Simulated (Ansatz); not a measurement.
## Cu (fcc, Cu type): scan of one atom of the cell

Cu (fcc, Cu type)

```xyz
4
Lattice="3.6288 0.0000 0.0000 0.0000 3.6288 0.0000 0.0000 0.0000 3.6288" Properties=species:S:1:pos:R:3 pbc="T T T"
Cu     0.0000     0.0000     0.0000
Cu     1.8144     1.8144     0.0000
Cu     1.8144     0.0000     1.8144
Cu     0.0000     1.8144     1.8144
```

In each cell atom 4 (Cu, nearest neighbour Cu at 2.566 Å; its periodic images, 3.6 Å or more away, move with it) moves by s·(1.000, 0.000, 0.000) (along Cartesian x), the rest being held.

Method: PBE (plane waves to 420 eV, PAW, scalar-relativistic; Ansatz, a first-principles code). k mesh 10×10×10 (Γ-centred), Fermi-Dirac smearing 0.05 eV. The energy includes the smearing's −TS. With partly filled bands, energies and forces of such displacements shift with the k mesh and the smearing. Cu is run without spin polarisation. Cu was relaxed with its symmetry unable to fall. The PAW data are Ansatz's earlier set. ΔE is measured from the undisplaced structure.

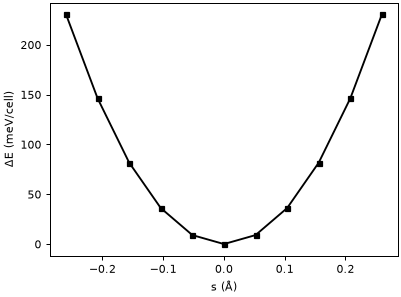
Fig. 1. ΔE (meV/cell) against s (Å); one marker a computed point.

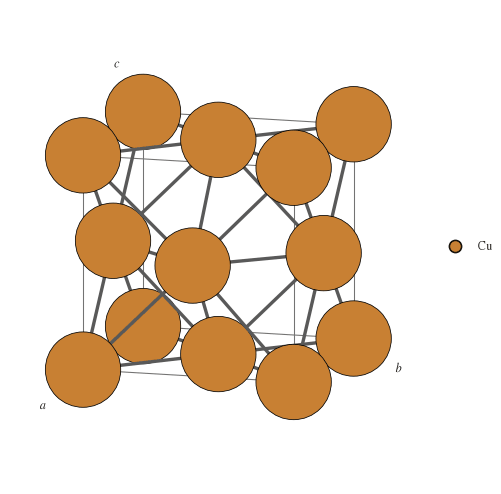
*The cell of the calculation at s = -0.260 Å.*

The force along the line at s = -0.260 Å comes out as 1.82 eV/Å. The force constant k = d²E/ds² at s = 0 (finite differences) comes out as 6.65 eV/Å². Harmonic estimate at the end of the scan: ½ks² = 225 meV/cell against the computed 231 meV/cell, so the well is close to harmonic there. Shape of the curve: a single well with its minimum at or next to zero displacement. Symmetry of the curve: even: the same for both signs.

With its periodic images moving along, the atom's site symmetry in this cell is m-3m.

(A displaced cell: forces are minus the slopes of the energy, force constants its curvatures, and phonons follow from these.)
